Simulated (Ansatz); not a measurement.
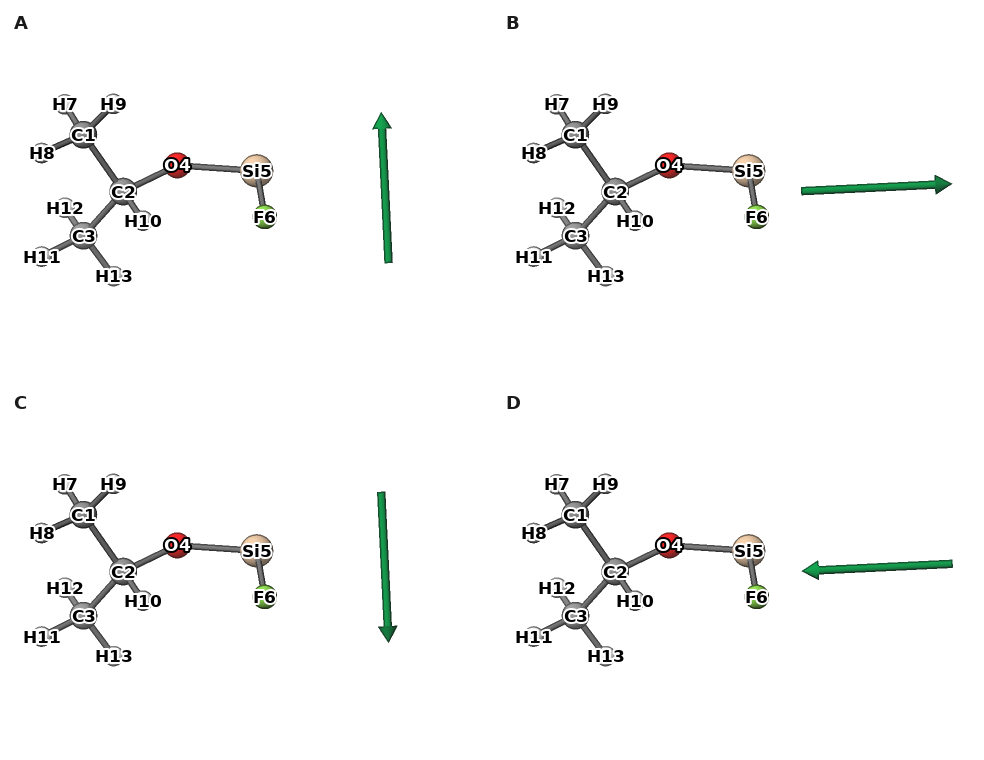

The same molecule four times, each with an arrow. Computed geometry: PBE0-D4/def2-TZVP optimisation. No frequency run is at hand to confirm it as a minimum. Level of theory: RKS ωB97M-V/def2-TZVPP (Ansatz 0.2.0).

**Which arrow points along the dipole moment, from the negative to the positive end?**

D. The dipole moment is 1.65 D; it points from the side of Si5, F6 to the side of H8, H11 (the outermost atoms at the two ends).
